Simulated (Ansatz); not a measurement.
# CH₆AlNOS: a ladder of functionals and wavefunction methods, part 1 of 2

How much do the methods differ for CH₆AlNOS? The plan is to run it at one geometry with functionals of several rungs and with coupled cluster, and see how far each lands from CCSD(T) at the basis-set limit for the atomisation energy.

Computed with Ansatz 0.2.0, Gaussian basis. Level: functionals in def2-TZVPP, the program's frozen cores in correlated methods.

Plan: LDA (SPW92), PBE-D4, revPBE-D4, BLYP-D4, r2SCAN-D4, B97M-V, PBE0-D4, B3LYP-D4, r2SCANh-D4, r2SCAN0-D4, HSE06-D4, BHLYP-D4, CAM-B3LYP-D4, LC-ωPBE, ωB97X-V, ωB97M-V, B2PLYP, PBE-QIDH; CCSD(T)/def2-SVP; CCSD(T)/def2-TZVPP; MP2/def2-QZVPP; extrapolation to the limit; RPA on PBE.

## 1. Structure used throughout

An earlier PBE0-D4 in a triple-zeta def2 set relaxation fixed the geometry.

SMILES `N[CH2][Al]([OH])[SH]`, 11 atoms, charge 0, spin multiplicity 1.

Atoms are counted from 1 here; the program's logs count them from 0.

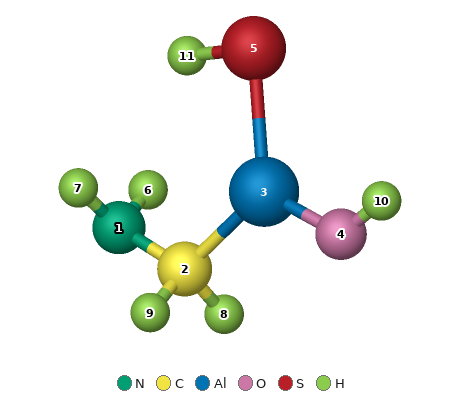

The structure; nitrogen teal, carbon yellow, aluminium blue, oxygen pink, sulfur red, hydrogen green; atoms are numbered from 1 in the order of the file.

## 2. LDA

This LDA is Slater exchange with PW92 correlation.

The input, in.yaml:

```yaml
crystal:
  periodic: [false, false, false]
  atoms:
    - {symbol: N, position_ang: [-0.780560, -1.237446, 1.217149]}
    - {symbol: C, position_ang: [0.423657, -0.981519, 0.414271]}
    - {symbol: Al, position_ang: [0.476700, 0.659380, -0.675777]}
    - {symbol: O, position_ang: [1.832635, 1.031347, -1.619078]}
    - {symbol: S, position_ang: [-1.232736, 2.035058, -0.679624]}
    - {symbol: H, position_ang: [-1.603966, -1.299427, 0.631803]}
    - {symbol: H, position_ang: [-0.946168, -0.488209, 1.877211]}
    - {symbol: H, position_ang: [0.591912, -1.846695, -0.237159]}
    - {symbol: H, position_ang: [1.291295, -0.991643, 1.083820]}
    - {symbol: H, position_ang: [1.929006, 1.805433, -2.170237]}
    - {symbol: H, position_ang: [-1.916474, 1.256621, 0.178218]}
basis:
  gaussian: {orbitals: def2-TZVPP}
hamiltonian: {xc: lda}
output: {orbitals: {seedname: orbitals}}
```

The run is started by

```
$ ansatz run in.yaml --threads 4 --pin off --events-out ev --progress --plain --max-ram 10444MiB
```

What it wrote (excerpt; [...] marks lines left out):

```text
Functional definition: SPW92
  name "SPW92"
  cite "Dirac, Proc. Camb. Phil. Soc. 26, 376 (1930) doi:10.1017/S0305004100016108"
  cite "Slater, Phys. Rev. 81, 385 (1951) doi:10.1103/PhysRev.81.385"
  cite "Perdew & Wang, Phys. Rev. B 45, 13244 (1992) doi:10.1103/PhysRevB.45.13244"
[...]
1393 factors; their error is unknown
[...]
mean field -22006.14735801 eV, -808.7109991046 hartree, gradient 8.0e-5 eV, S^2 0.000000; 0 other end points of the search recorded, 0 dependent functions left out
reference -22006.14739822 eV, -808.7110005820 hartree; 28, 28 occupied and 233, 233 virtual orbitals, 1393 factors
Total energy: -22006.14739822 eV, -808.7110005820 hartree
```

Wall time 1.4 s (4 threads of Arm Neoverse V1, shared host); peak memory 0.35 GiB.

With the free atoms at this level, -21960.042 eV in sum, the atomisation energy is 4448.5 kJ/mol. HOMO -5.22 eV, LUMO -1.30 eV.

## 3. PBE-D4 (GGA)

in.yaml: that of step 2 with these lines changed.

```diff
@@ -16,3 +16,3 @@
   gaussian: {orbitals: def2-TZVPP}
-hamiltonian: {xc: lda}
-output: {orbitals: {seedname: orbitals}}
+hamiltonian: {xc: pbe, dispersion: d4}
+output: {forces: true, orbitals: {seedname: orbitals}}
```

The command is unchanged.

What it wrote (excerpt; [...] marks lines left out):

```text
Functional definition: PBE
  name "PBE"
  cite "Perdew, Burke & Ernzerhof, Phys. Rev. Lett. 77, 3865 (1996) doi:10.1103/PhysRevLett.77.3865"
  parent pbe
[...]
1393 factors; their error is unknown
[...]
mean field -22095.54277735 eV, -811.9962201709 hartree, gradient 5.7e-5 eV, S^2 0.000000; 0 other end points of the search recorded, 0 dependent functions left out
[...]
Atom 7 at     0.591912    -1.846695    -0.237159 Å, force     0.042017    -0.164433    -0.130925 eV/Å
Atom 8 at     1.291295    -0.991643     1.083820 Å, force     0.176138    -0.000362     0.122888 eV/Å
Atom 9 at     1.929006     1.805433    -2.170237 Å, force     0.063006     0.377483    -0.277215 eV/Å
Atom 10 at    -1.916474     1.256621     0.178218 Å, force    -0.128978    -0.168677     0.176629 eV/Å
Dipole moment:    -0.046573     0.063870    -0.017721 e Å
```

Wall time 2.7 s (4 threads of Arm Neoverse V1, shared host); peak memory 0.35 GiB.

With the free atoms at this level, -22054.869 eV in sum, the atomisation energy is 3946.4 kJ/mol. HOMO -5.07 eV, LUMO -1.07 eV.

## 4. revPBE-D4 (GGA)

in.yaml: that of step 3 with these lines changed.

```diff
@@ -16,3 +16,3 @@
   gaussian: {orbitals: def2-TZVPP}
-hamiltonian: {xc: pbe, dispersion: d4}
-output: {forces: true, orbitals: {seedname: orbitals}}
+hamiltonian: {xc: {name: revPBE}, dispersion: d4}
+output: {orbitals: {seedname: orbitals}}
```

Same command.

What it wrote (excerpt; [...] marks lines left out):

```text
Functional definition: revPBE
  name "revPBE"
  cite "Zhang & Yang, Phys. Rev. Lett. 80, 890 (1998) doi:10.1103/PhysRevLett.80.890"
  cite "Perdew, Burke & Ernzerhof, Phys. Rev. Lett. 77, 3865 (1996) doi:10.1103/PhysRevLett.77.3865"
[...]
1393 factors; their error is unknown
[...]
mean field -22104.49291646 eV, -812.3251317166 hartree, gradient 2.7e-5 eV, S^2 0.000000; 0 other end points of the search recorded, 0 dependent functions left out
reference -22104.49297039 eV, -812.3251336982 hartree; 28, 28 occupied and 233, 233 virtual orbitals, 1393 factors
Total energy: -22105.13209753 eV, -812.3486211875 hartree
```

Run time: 2.2 s. Hardware: 4 threads of Arm Neoverse V1, shared host; peak memory 0.35 GiB.

With the free atoms at this level, -22065.305 eV in sum, the atomisation energy is 3842.7 kJ/mol. HOMO -5.00 eV, LUMO -0.95 eV.

## 5. BLYP-D4 (GGA)

in.yaml: that of step 4 with these lines changed.

```diff
@@ -16,3 +16,3 @@
   gaussian: {orbitals: def2-TZVPP}
-hamiltonian: {xc: {name: revPBE}, dispersion: d4}
+hamiltonian: {xc: {name: BLYP}, dispersion: d4}
 output: {orbitals: {seedname: orbitals}}
```

Same command.

What it wrote (excerpt; [...] marks lines left out):

```text
Functional definition: BLYP
  name "BLYP"
  cite "Becke, Phys. Rev. A 38, 3098 (1988) doi:10.1103/PhysRevA.38.3098"
  cite "Lee, Yang & Parr, Phys. Rev. B 37, 785 (1988) doi:10.1103/PhysRevB.37.785"
[...]
1393 factors; their error is unknown
[...]
mean field -22108.01565474 eV, -812.4545899603 hartree, gradient 1.9e-5 eV, S^2 0.000000; 0 other end points of the search recorded, 0 dependent functions left out
reference -22108.01602459 eV, -812.4546035522 hartree; 28, 28 occupied and 233, 233 virtual orbitals, 1393 factors
Total energy: -22108.50348086 eV, -812.4725172396 hartree
```

Run time: 2.2 s. Hardware: 4 threads of Arm Neoverse V1, shared host; peak memory 0.35 GiB.

Atomisation energy: 3873.2 kJ/mol (free atoms -22068.361 eV, run apart). HOMO -4.95 eV, LUMO -1.04 eV.

## 6. r2SCAN-D4 (meta-GGA)

in.yaml: that of step 5 with these lines changed.

```diff
@@ -16,3 +16,3 @@
   gaussian: {orbitals: def2-TZVPP}
-hamiltonian: {xc: {name: BLYP}, dispersion: d4}
-output: {orbitals: {seedname: orbitals}}
+hamiltonian: {xc: r2scan, dispersion: d4}
+output: {forces: true, orbitals: {seedname: orbitals}}
```

The command is unchanged.

What it wrote (excerpt; [...] marks lines left out):

```text
Functional definition: r2SCAN
  name "r2SCAN"
  cite "Furness, Kaplan, Ning, Perdew & Sun, J. Phys. Chem. Lett. 11, 8208 (2020) doi:10.1021/acs.jpclett.0c02405"
  cite "Furness, Kaplan, Ning, Perdew & Sun, J. Phys. Chem. Lett. 11, 9248 (2020) doi:10.1021/acs.jpclett.0c03077"
  parent r2scan
[...]
1393 factors; their error is unknown
[...]
Atom 7 at     0.591912    -1.846695    -0.237159 Å, force     0.004542    -0.017129     0.019911 eV/Å
Atom 8 at     1.291295    -0.991643     1.083820 Å, force    -0.002401    -0.025413     0.007266 eV/Å
Atom 9 at     1.929006     1.805433    -2.170237 Å, force     0.021679     0.021559    -0.025360 eV/Å
Atom 10 at    -1.916474     1.256621     0.178218 Å, force    -0.006212    -0.015207     0.013737 eV/Å
Dipole moment:    -0.042551     0.077339    -0.028650 e Å
```

Wall time 5.5 s (4 threads of Arm Neoverse V1, shared host); peak memory 0.38 GiB.

With the free atoms at this level, -22065.344 eV in sum, the atomisation energy is 3881.2 kJ/mol. HOMO -5.27 eV, LUMO -0.62 eV.

## 7. B97M-V (meta-GGA)

in.yaml: that of step 6 with these lines changed.

```diff
@@ -16,3 +16,3 @@
   gaussian: {orbitals: def2-TZVPP}
-hamiltonian: {xc: r2scan, dispersion: d4}
-output: {forces: true, orbitals: {seedname: orbitals}}
+hamiltonian: {xc: {name: B97M-V}}
+output: {orbitals: {seedname: orbitals}}
```

Launched as before.

What it wrote (excerpt; [...] marks lines left out):

```text
Functional definition: B97M-V
  name "B97M-V"
  cite "Mardirossian & Head-Gordon, J. Chem. Phys. 142, 074111 (2015) doi:10.1063/1.4907719"
  cite "Becke, J. Chem. Phys. 107, 8554 (1997) doi:10.1063/1.475007"
  cite "Vydrov & Van Voorhis, J. Chem. Phys. 133, 244103 (2010) doi:10.1063/1.3521275"
  # Of w^i u^j: cxij and so on, Table III.
[...]
  gx(w, u) = cx00 + cx01*u + cx02*u^2 + (cx10 + cx11*u)*w
[...]
  gos(w, u) = cos00 + cos01*u + cos03*u^3 + cos10*w + cos32*w^3*u^2
[...]
      + integral(e_c_pw_mod_opposite_spin*gos(b97_w_opposite, b97_u_opposite)) + vv10(b, c)
1393 factors; their error is unknown
[...]
mean field -22104.21849273 eV, -812.3150468302 hartree, gradient 2.4e-5 eV, S^2 0.000000; 0 other end points of the search recorded, 0 dependent functions left out
reference -22104.21855686 eV, -812.3150491873 hartree; 28, 28 occupied and 233, 233 virtual orbitals, 1393 factors
Total energy: -22104.21855686 eV, -812.3150491873 hartree
```

Wall time 10 s (4 threads of Arm Neoverse V1, shared host); peak memory 0.45 GiB.

With the free atoms at this level, -22063.923 eV in sum, the atomisation energy is 3887.9 kJ/mol. HOMO -5.39 eV, LUMO -0.88 eV.

## 8. PBE0-D4 (hybrid)

in.yaml: that of step 7 with these lines changed.

```diff
@@ -16,3 +16,3 @@
   gaussian: {orbitals: def2-TZVPP}
-hamiltonian: {xc: {name: B97M-V}}
+hamiltonian: {xc: pbe0, dispersion: d4}
 output: {orbitals: {seedname: orbitals}}
```

Launched as before.

What it wrote (excerpt; [...] marks lines left out):

```text
Functional definition: PBE0
  name "PBE0"
  cite "Adamo & Barone, J. Chem. Phys. 110, 6158 (1999) doi:10.1063/1.478522"
  cite "Perdew, Burke & Ernzerhof, Phys. Rev. Lett. 77, 3865 (1996) doi:10.1103/PhysRevLett.77.3865"
  parent pbe
[...]
1455 factors; their error is unknown
[...]
mean field -22097.29844615 eV, -812.0607398092 hartree, gradient 3.7e-5 eV, S^2 0.000000; 0 other end points of the search recorded, 0 dependent functions left out
reference -22097.29847808 eV, -812.0607409826 hartree; 28, 28 occupied and 233, 233 virtual orbitals, 1455 factors
Total energy: -22097.49382906 eV, -812.0679199986 hartree
```

Run time: 3.4 s. Hardware: 4 threads of Arm Neoverse V1, shared host; peak memory 0.68 GiB.

Atomisation energy: 3862.6 kJ/mol (free atoms -22057.461 eV, run apart). HOMO -6.38 eV, LUMO -0.27 eV.

## 9. B3LYP-D4 (hybrid)

B3LYP here takes the VWN-RPA correlation.

in.yaml: that of step 8 with these lines changed.

```diff
@@ -16,3 +16,3 @@
   gaussian: {orbitals: def2-TZVPP}
-hamiltonian: {xc: pbe0, dispersion: d4}
-output: {orbitals: {seedname: orbitals}}
+hamiltonian: {xc: {name: B3LYP}, dispersion: d4}
+output: {forces: true, orbitals: {seedname: orbitals}}
```

The command is unchanged.

What it wrote (excerpt; [...] marks lines left out):

```text
Functional definition: B3LYP
  name "B3LYP"
  cite "Stephens, Devlin, Chabalowski & Frisch, J. Phys. Chem. 98, 11623 (1994) doi:10.1021/j100096a001"
  cite "Becke, Phys. Rev. A 38, 3098 (1988) doi:10.1103/PhysRevA.38.3098"
  cite "Lee, Yang & Parr, Phys. Rev. B 37, 785 (1988) doi:10.1103/PhysRevB.37.785"
  cite "Vosko, Wilk & Nusair, Can. J. Phys. 58, 1200 (1980) doi:10.1139/p80-159"
[...]
1429 factors; their error is unknown
[...]
Atom 7 at     0.591912    -1.846695    -0.237159 Å, force    -0.007836     0.041304     0.035484 eV/Å
Atom 8 at     1.291295    -0.991643     1.083820 Å, force    -0.044113    -0.002762    -0.032332 eV/Å
Atom 9 at     1.929006     1.805433    -2.170237 Å, force     0.049078     0.026595    -0.042817 eV/Å
Atom 10 at    -1.916474     1.256621     0.178218 Å, force    -0.022918     0.030103    -0.007047 eV/Å
Dipole moment:    -0.043782     0.094955    -0.039522 e Å
```

Run time: 5.5 s. Hardware: 4 threads of Arm Neoverse V1, shared host; peak memory 0.76 GiB.

With the free atoms at this level, -22070.956 eV in sum, the atomisation energy is 3869.8 kJ/mol. HOMO -6.16 eV, LUMO -0.57 eV.

## 10. r2SCANh-D4 (hybrid)

in.yaml: that of step 9 with these lines changed.

```diff
@@ -16,3 +16,3 @@
   gaussian: {orbitals: def2-TZVPP}
-hamiltonian: {xc: {name: B3LYP}, dispersion: d4}
-output: {forces: true, orbitals: {seedname: orbitals}}
+hamiltonian: {xc: {name: r2SCANh}, dispersion: d4}
+output: {orbitals: {seedname: orbitals}}
```

Launched as before.

What it wrote (excerpt; [...] marks lines left out):

```text
Functional definition: r2SCANh
  name "r2SCANh"
  cite "Bursch, Neugebauer, Ehlert & Grimme, J. Chem. Phys. 156, 134105 (2022) doi:10.1063/5.0086040"
  cite "Furness, Kaplan, Ning, Perdew & Sun, J. Phys. Chem. Lett. 11, 8208 (2020) doi:10.1021/acs.jpclett.0c02405"
  cite "Furness, Kaplan, Ning, Perdew & Sun, J. Phys. Chem. Lett. 11, 9248 (2020) doi:10.1021/acs.jpclett.0c03077"
  parent r2scan
[...]
1393 factors; their error is unknown
[...]
mean field -22105.15128929 eV, -812.3493264716 hartree, gradient 2.4e-5 eV, S^2 0.000000; 0 other end points of the search recorded, 0 dependent functions left out
reference -22105.15130104 eV, -812.3493269036 hartree; 28, 28 occupied and 233, 233 virtual orbitals, 1393 factors
Total energy: -22105.21339725 eV, -812.3516088972 hartree
```

Run time: 6 s. Hardware: 4 threads of Arm Neoverse V1, shared host; peak memory 0.7 GiB.

Atomisation energy: 3851.3 kJ/mol (free atoms -22065.298 eV, run apart). HOMO -5.77 eV, LUMO -0.37 eV.

## 11. r2SCAN0-D4 (hybrid)

in.yaml: that of step 10 with these lines changed.

```diff
@@ -16,3 +16,3 @@
   gaussian: {orbitals: def2-TZVPP}
-hamiltonian: {xc: {name: r2SCANh}, dispersion: d4}
+hamiltonian: {xc: {name: r2SCAN0}, dispersion: d4}
 output: {orbitals: {seedname: orbitals}}
```

Same command.

What it wrote (excerpt; [...] marks lines left out):

```text
Functional definition: r2SCAN0
  name "r2SCAN0"
  cite "Bursch, Neugebauer, Ehlert & Grimme, J. Chem. Phys. 156, 134105 (2022) doi:10.1063/5.0086040"
  cite "Furness, Kaplan, Ning, Perdew & Sun, J. Phys. Chem. Lett. 11, 8208 (2020) doi:10.1021/acs.jpclett.0c02405"
  cite "Furness, Kaplan, Ning, Perdew & Sun, J. Phys. Chem. Lett. 11, 9248 (2020) doi:10.1021/acs.jpclett.0c03077"
  parent r2scan
[...]
1455 factors; their error is unknown
[...]
mean field -22104.64187758 eV, -812.3306059366 hartree, gradient 6.1e-5 eV, S^2 0.000000; 0 other end points of the search recorded, 0 dependent functions left out
reference -22104.64188776 eV, -812.3306063109 hartree; 28, 28 occupied and 233, 233 virtual orbitals, 1455 factors
Total energy: -22104.71058871 eV, -812.3331310240 hartree
```

It took 6 s on 4 threads of Arm Neoverse V1, shared host; peak memory 0.71 GiB.

With the free atoms at this level, -22065.242 eV in sum, the atomisation energy is 3808.1 kJ/mol. HOMO -6.53 eV, LUMO 0.00 eV.

## 12. HSE06-D4 (hybrid)

HSE06 is the plane-wave form, built on full-range PBE exchange.

in.yaml: that of step 11 with these lines changed.

```diff
@@ -16,3 +16,3 @@
   gaussian: {orbitals: def2-TZVPP}
-hamiltonian: {xc: {name: r2SCAN0}, dispersion: d4}
+hamiltonian: {xc: hse06, dispersion: d4}
 output: {orbitals: {seedname: orbitals}}
```

Same command.

What it wrote (excerpt; [...] marks lines left out):

```text
Functional definition: HSE06
  name "HSE06"
  cite "Heyd, Scuseria & Ernzerhof, J. Chem. Phys. 118, 8207 (2003) doi:10.1063/1.1564060"
  cite "Krukau, Vydrov, Izmaylov & Scuseria, J. Chem. Phys. 125, 224106 (2006) doi:10.1063/1.2404663"
  cite "Heyd & Scuseria, J. Chem. Phys. 120, 7274 (2004) doi:10.1063/1.1668634"
  cite "Ernzerhof & Perdew, J. Chem. Phys. 109, 3313 (1998) doi:10.1063/1.476928"
[...]
1455 factors; their error is unknown
120 factors; integrals over basis functions are off by at most 5.3e-7 eV
[...]
mean field -22096.69770787 eV, -812.0386630846 hartree, gradient 6.5e-5 eV, S^2 0.000000; 0 other end points of the search recorded, 0 dependent functions left out
reference -22096.69775043 eV, -812.0386646488 hartree; 28, 28 occupied and 233, 233 virtual orbitals, 1455 factors
Total energy: -22096.88121808 eV, -812.0454069605 hartree
```

Run time: 3.7 s. Hardware: 4 threads of Arm Neoverse V1, shared host; peak memory 0.72 GiB.

Atomisation energy: 3865.7 kJ/mol (free atoms -22056.816 eV, run apart). HOMO -5.98 eV, LUMO -0.64 eV.

## 13. BHLYP-D4 (hybrid)

in.yaml: that of step 12 with these lines changed.

```diff
@@ -16,3 +16,3 @@
   gaussian: {orbitals: def2-TZVPP}
-hamiltonian: {xc: hse06, dispersion: d4}
+hamiltonian: {xc: {name: BHLYP}, dispersion: d4}
 output: {orbitals: {seedname: orbitals}}
```

Same command.

What it wrote (excerpt; [...] marks lines left out):

```text
Functional definition: BHLYP
  name "BHLYP"
  cite "Becke, J. Chem. Phys. 98, 1372 (1993) doi:10.1063/1.464304"
  cite "Becke, Phys. Rev. A 38, 3098 (1988) doi:10.1103/PhysRevA.38.3098"
  cite "Lee, Yang & Parr, Phys. Rev. B 37, 785 (1988) doi:10.1103/PhysRevB.37.785"
[...]
1561 factors; their error is unknown
[...]
mean field -22106.83131913 eV, -812.4110664296 hartree, gradient 6.4e-5 eV, S^2 0.000000; 0 other end points of the search recorded, 0 dependent functions left out
reference -22106.83150305 eV, -812.4110731886 hartree; 28, 28 occupied and 233, 233 virtual orbitals, 1561 factors
Total energy: -22107.12547069 eV, -812.4218763000 hartree
```

Wall time 3.5 s (4 threads of Arm Neoverse V1, shared host); peak memory 0.7 GiB.

With the free atoms at this level, -22068.357 eV in sum, the atomisation energy is 3740.6 kJ/mol. HOMO -7.63 eV, LUMO 0.41 eV.

## 14. CAM-B3LYP-D4 (range-separated)

in.yaml: that of step 13 with these lines changed.

```diff
@@ -16,3 +16,3 @@
   gaussian: {orbitals: def2-TZVPP}
-hamiltonian: {xc: {name: BHLYP}, dispersion: d4}
+hamiltonian: {xc: {name: CAM-B3LYP}, dispersion: d4}
 output: {orbitals: {seedname: orbitals}}
```

Same command.

What it wrote (excerpt; [...] marks lines left out):

```text
Functional definition: CAM-B3LYP
  name "CAM-B3LYP"
  cite "Yanai, Tew & Handy, Chem. Phys. Lett. 393, 51 (2004) doi:10.1016/j.cplett.2004.06.011"
  cite "Iikura, Tsuneda, Yanai & Hirao, J. Chem. Phys. 115, 3540 (2001) doi:10.1063/1.1383587"
  cite "Becke, Phys. Rev. A 38, 3098 (1988) doi:10.1103/PhysRevA.38.3098"
  cite "Lee, Yang & Parr, Phys. Rev. B 37, 785 (1988) doi:10.1103/PhysRevB.37.785"
[...]
  # Exact exchange under (alpha + beta erf(omega r))/r, Becke's under what is left of 1/r.
[...]
1424 factors; their error is unknown
351 factors; integrals over basis functions are off by at most 1.3e-5 eV
[...]
mean field -22107.98084165 eV, -812.4533106030 hartree, gradient 2.7e-5 eV, S^2 0.000000; 0 other end points of the search recorded, 0 dependent functions left out
reference -22107.98097515 eV, -812.4533155091 hartree; 28, 28 occupied and 233, 233 virtual orbitals, 1424 factors
Total energy: -22108.18167338 eV, -812.4606910329 hartree
```

Wall time 3.9 s (4 threads of Arm Neoverse V1, shared host); peak memory 0.77 GiB.

With the free atoms at this level, -22067.904 eV in sum, the atomisation energy is 3886.2 kJ/mol. HOMO -7.76 eV, LUMO 0.56 eV.

## 15. LC-ωPBE (range-separated)

in.yaml: that of step 14 with these lines changed.

```diff
@@ -16,3 +16,3 @@
   gaussian: {orbitals: def2-TZVPP}
-hamiltonian: {xc: {name: CAM-B3LYP}, dispersion: d4}
+hamiltonian: {xc: {name: LC-wPBE}}
 output: {orbitals: {seedname: orbitals}}
```

Same command.

What it wrote (excerpt; [...] marks lines left out):

```text
Functional definition: LC-wPBE
  name "LC-wPBE"
  cite "Vydrov & Scuseria, J. Chem. Phys. 125, 234109 (2006) doi:10.1063/1.2409292"
  cite "Heyd & Scuseria, J. Chem. Phys. 120, 7274 (2004) doi:10.1063/1.1668634"
  cite "Ernzerhof & Perdew, J. Chem. Phys. 109, 3313 (1998) doi:10.1063/1.476928"
  cite "Perdew, Burke & Ernzerhof, Phys. Rev. Lett. 77, 3865 (1996) doi:10.1103/PhysRevLett.77.3865"
  parent pbe
[...]
1393 factors; their error is unknown
452 factors; integrals over basis functions are off by at most 2.4e-5 eV
[...]
mean field -22101.35315863 eV, -812.2097477444 hartree, gradient 3.0e-5 eV, S^2 0.000000; 0 other end points of the search recorded, 0 dependent functions left out
reference -22101.35315864 eV, -812.2097477447 hartree; 28, 28 occupied and 233, 233 virtual orbitals, 1393 factors
Total energy: -22101.35315864 eV, -812.2097477447 hartree
```

Run time: 2.8 s. Hardware: 4 threads of Arm Neoverse V1, shared host; peak memory 0.51 GiB.

With the free atoms at this level, -22061.433 eV in sum, the atomisation energy is 3851.7 kJ/mol. HOMO -9.10 eV, LUMO 1.81 eV.

## 16. ωB97X-V (range-separated)

in.yaml: that of step 15 with these lines changed.

```diff
@@ -16,3 +16,3 @@
   gaussian: {orbitals: def2-TZVPP}
-hamiltonian: {xc: {name: LC-wPBE}}
+hamiltonian: {xc: {name: wB97X-V}}
 output: {orbitals: {seedname: orbitals}}
```

Launched as before.

What it wrote (excerpt; [...] marks lines left out):

```text
Functional definition: wB97X-V
  name "wB97X-V"
  cite "Mardirossian & Head-Gordon, Phys. Chem. Chem. Phys. 16, 9904 (2014) doi:10.1039/C3CP54374A"
  cite "Becke, J. Chem. Phys. 107, 8554 (1997) doi:10.1063/1.475007"
  cite "Vydrov & Van Voorhis, J. Chem. Phys. 133, 244103 (2010) doi:10.1063/1.3521275"
[...]
      + integral(e_c_pw_opposite_spin*poly(b97_u_opposite, cos0, cos1)) + vv10(b, c)
1419 factors; their error is unknown
329 factors; integrals over basis functions are off by at most 7.8e-6 eV
[...]
mean field -22105.20912190 eV, -812.3514517809 hartree, gradient 2.8e-5 eV, S^2 0.000000; 0 other end points of the search recorded, 0 dependent functions left out
reference -22105.20911978 eV, -812.3514517029 hartree; 28, 28 occupied and 233, 233 virtual orbitals, 1419 factors
Total energy: -22105.20911978 eV, -812.3514517029 hartree
```

Wall time 8.5 s (4 threads of Arm Neoverse V1, shared host); peak memory 0.83 GiB.

Atomisation energy: 3890.7 kJ/mol (free atoms -22064.885 eV, run apart). HOMO -8.75 eV, LUMO 1.60 eV.

(Continued in part 2 of 2.)
